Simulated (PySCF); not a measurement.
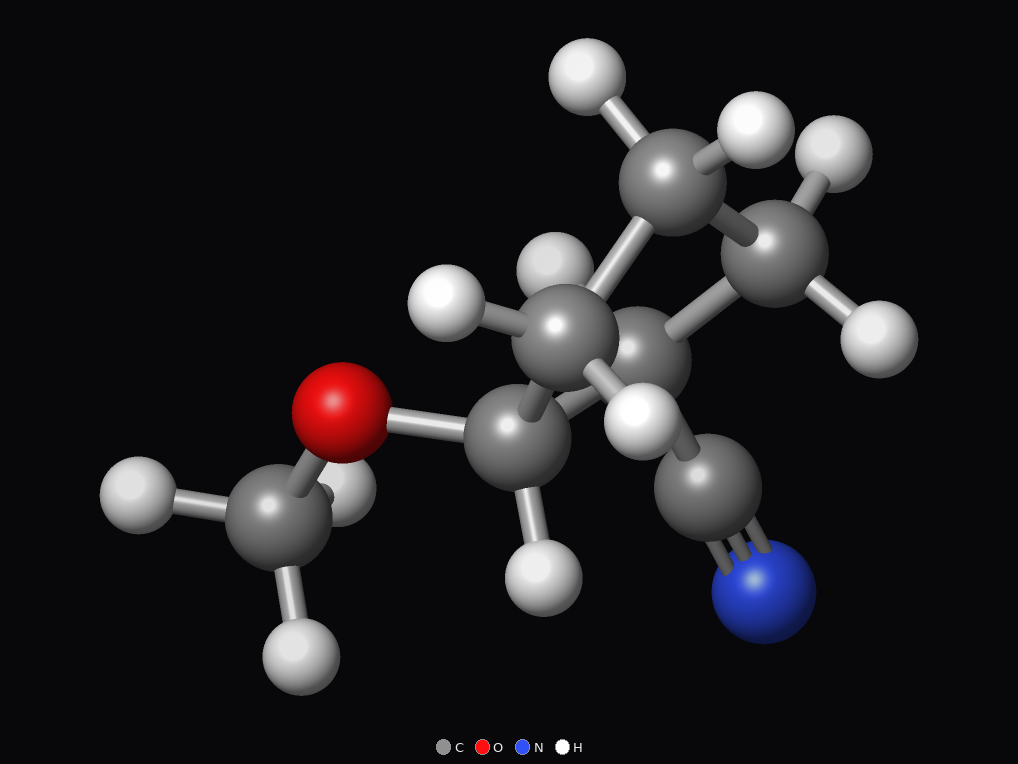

Rendered structure (ball-and-stick style). Double and triple bonds are drawn as two and three sticks.

What does the picture show?

The molecule is C₇H₁₁NO. Its SMILES string is `CO[C@@H]1CCC[C@H]1C#N`. Independent rings (smallest set): 1 of 5 members. Among its groups: ether, nitrile. This geometry has C1 symmetry. Coordination: 6 C tetrahedral; 1 O bent; 1 C linear.

The parts below concern this one geometry. Atoms keep their numbers from picture to picture. The computed structure is the end point of a PBE0-D3(BJ)/def2-SVP optimisation. No frequency run is at hand to confirm it as a minimum.

Shape

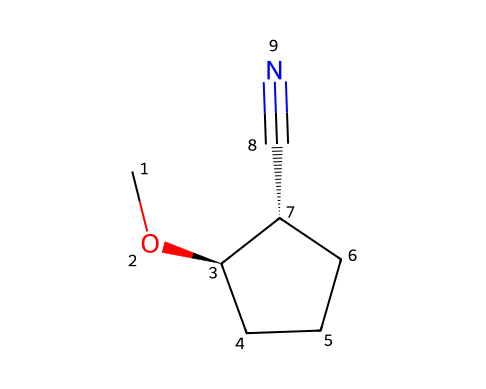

A structural formula, with wedges where it has stereocentres; small numbers name the atoms. The configuration is that of a computed structure (PBE0-D3(BJ)/def2-SVP).

Give the R/S and E/Z labels.

C3: R; C7: S.

Charges

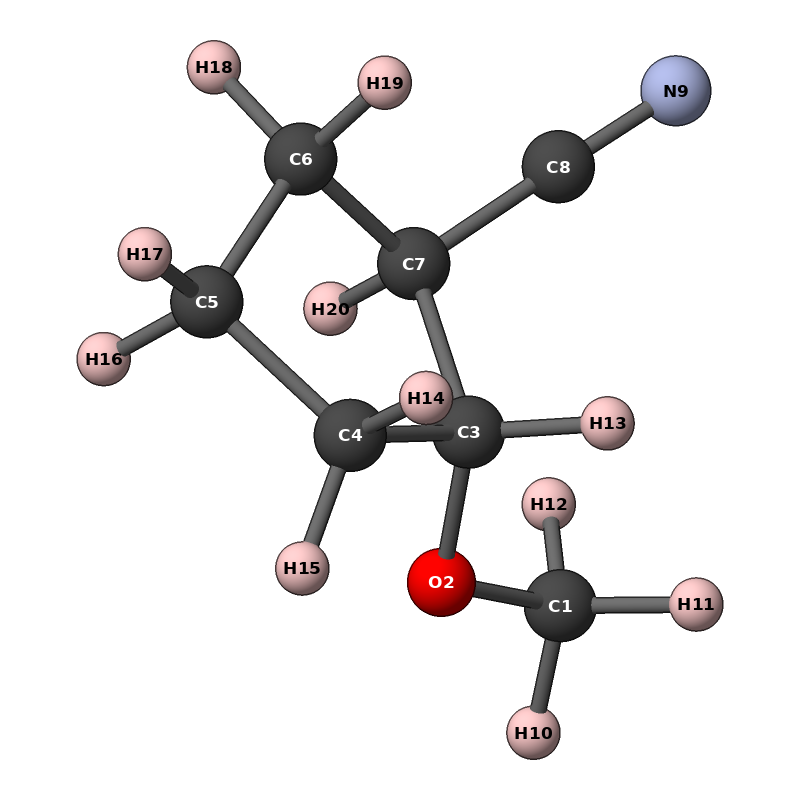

The questions are on Hirshfeld charges. No frequency run is at hand to confirm it as a minimum. Properties computed with PBE0/pcSseg-1 in chloroform (IEF-PCM) (PySCF 2.14.0).

Which atom carries the highest charge (most positive or least negative)?

C8 (0.09 e).

And the lowest?

N9 (−0.28 e).

List the Hirshfeld charges.

```csv
atom,value (e)
C1,−0.04
O2,−0.14
C3,0.06
C4,−0.07
C5,−0.06
C6,−0.06
C7,−0.01
C8,0.09
N9,−0.28
H10,0.05
H11,0.04
H12,0.04
H13,0.04
H14,0.05
H15,0.04
H16,0.04
H17,0.05
H18,0.05
H19,0.05
H20,0.06
```

Ring current

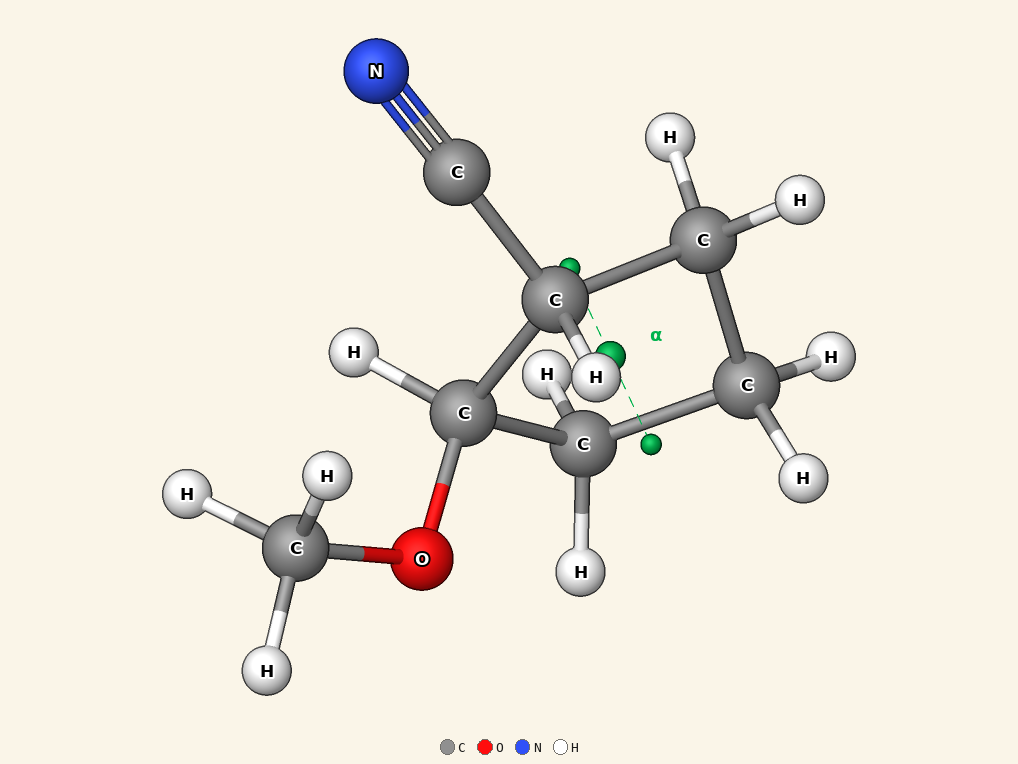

The small points mark where nucleus-independent chemical shifts (NICS) were computed: at the centre of each lettered ring and 1 Å above and below it. No frequency run is at hand to confirm it as a minimum. Method: GIAO PBE0/pcSseg-1 NMR shielding, non-relativistic, IEF-PCM chloroform (PySCF 2.14.0).

Give NICS(0), NICS(1) and the out-of-plane component NICS(1)zz for each ring (means of the two sides).

| ring | members | NICS(0) | NICS(1) | NICS(1)zz |
| --- | --- | --- | --- | --- |
| α | C5 | −5.6 | −4.1 | −2.7 |

Values in ppm.

What do the values say about the ring currents?

Ring α: weak, as in a non-aromatic ring. NICS is one index among several.

Electronic properties

No frequency run is at hand to confirm it as a minimum. Level of theory: PBE0/pcSseg-1 in chloroform (IEF-PCM) (PySCF 2.14.0).

Predict the main results.

- dipole moment: 3.82 D
- HOMO energy (Kohn–Sham orbital): −7.59 eV
- LUMO energy (Kohn–Sham orbital): 0.74 eV
- HOMO–LUMO gap: 8.32 eV
